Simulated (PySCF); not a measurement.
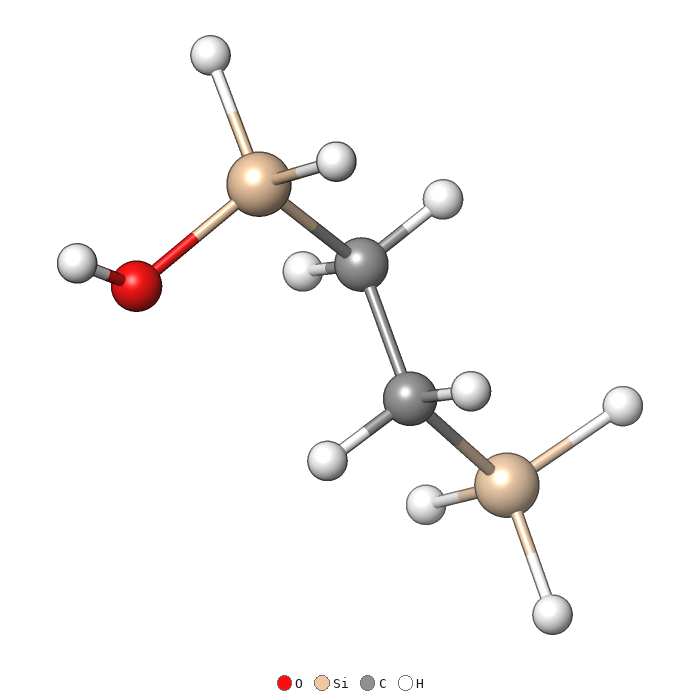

A ball-and-stick model of a molecule.

Computed geometry: PBE0-D3(BJ)/def2-SVP optimisation. No frequency run is at hand to confirm it as a minimum.

Count the atoms of each element.

C₂H₁₀OSi₂, 15 atoms: 2 carbon, 10 hydrogen, 1 oxygen and 2 silicon.

Name some functional groups or characteristic bonds that it holds.

Among them: Si–H bond, Si–O bond.

The parts below concern this one geometry. Atoms keep their numbers from picture to picture.

## Shape

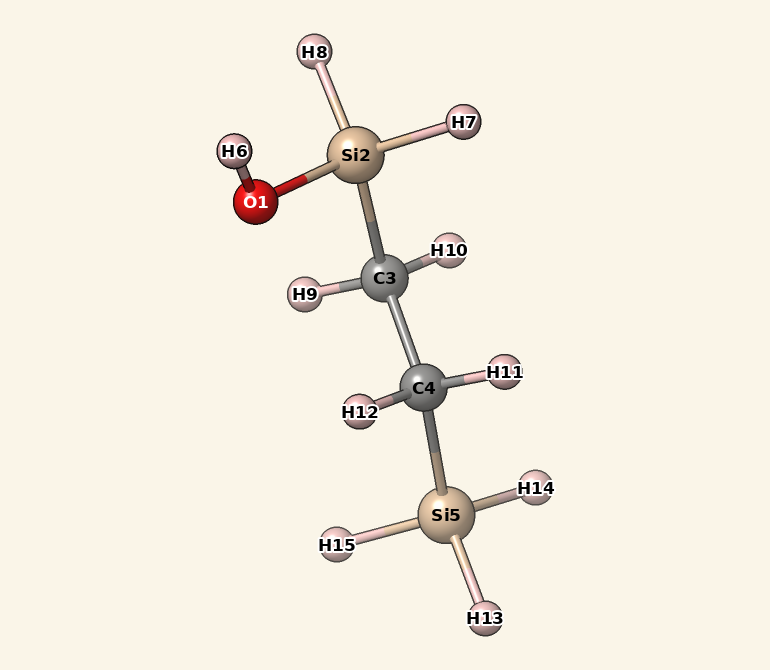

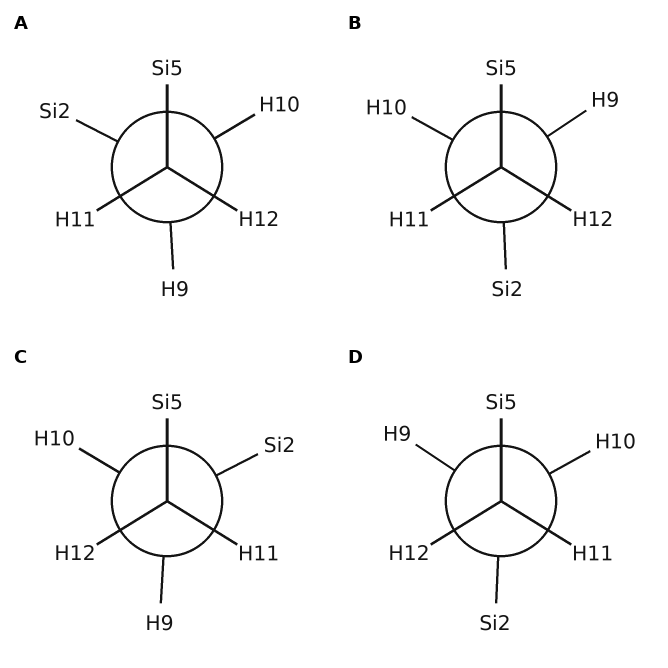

Depth is shown by fading: the farther an atom, the more it takes the colour of the background. Bonds that would overlap in a projection are set slightly apart. No frequency run is at hand to confirm it as a minimum.

Which Newman projection shows the view along C4–C3, with C4 in front?

B. The torsion angle Si5–C4–C3–Si2 is 177°, antiperiplanar (anti).

## Levels of theory compared

No frequency run is at hand to confirm it as a minimum. Program: PySCF 2.14.0.

Compare HOMO–LUMO gap (eV), HOMO energy (eV) at these levels: HF/def2-SVPD; PBE0/6-311+G(2d,p); PBE0/6-31G*; PBE0/IGLO-III; PBE0/aug-cc-pVDZ; PBE0/cc-pVDZ; PBE0/cc-pVTZ; PBE0/def2-SVP; PBE0/def2-TZVP; PBE0/pcSseg-0.

```tsv
level	HOMO–LUMO gap (eV)	HOMO energy (eV)
HF/def2-SVPD	13.13	−10.86
PBE0/6-311+G(2d,p)	7.71	−7.93
PBE0/6-31G*	8.51	−7.74
PBE0/IGLO-III	8.12	−7.90
PBE0/aug-cc-pVDZ	7.58	−7.91
PBE0/cc-pVDZ	8.64	−7.81
PBE0/cc-pVTZ	8.29	−7.87
PBE0/def2-SVP	8.75	−7.87
PBE0/def2-TZVP	8.13	−7.88
PBE0/pcSseg-0	9.01	−8.18
```

## Dipole moment

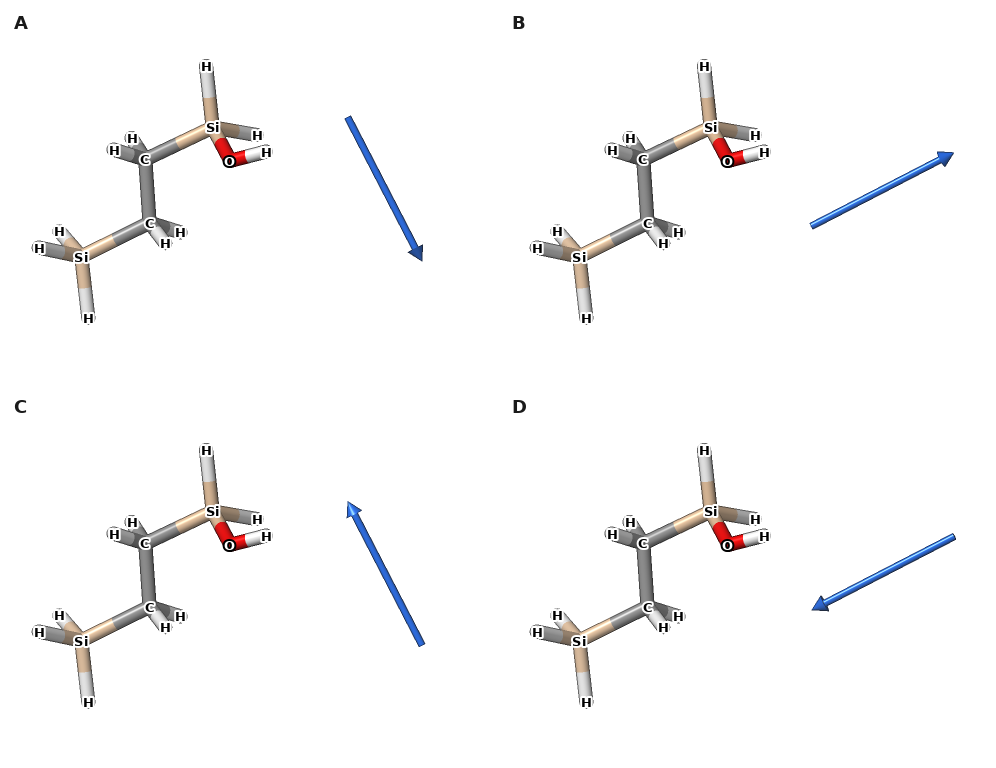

The same molecule four times, each with an arrow. No frequency run is at hand to confirm it as a minimum. Properties computed with PBE0/cc-pVDZ, gas phase (PySCF 2.14.0).

Which arrow points along the dipole moment, from the negative to the positive end?

B. The dipole moment is 1.49 D.

## Excitation

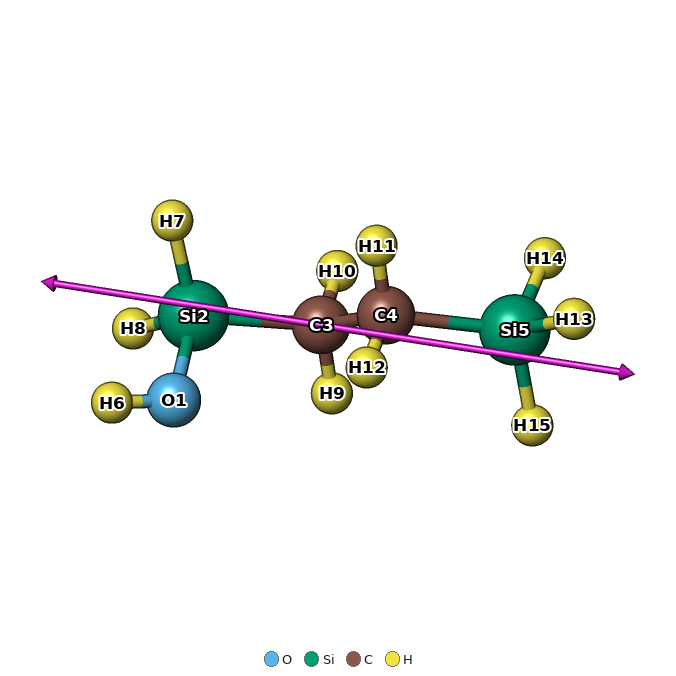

The double arrow shows the direction of the transition dipole to excited singlet state 9 (its length means nothing). No frequency run is at hand to confirm it as a minimum. Method: TDDFT HF/def2-SVPD, vertical, gas phase, core orbitals frozen in the response (PySCF 2.14.0).

Give its energy, strength and character.

9.82 eV (126 nm), oscillator strength 0.17, of mixed character, with the largest part HOMO−3 → LUMO+3 (weight 0.28); transition dipole 2.17 D.
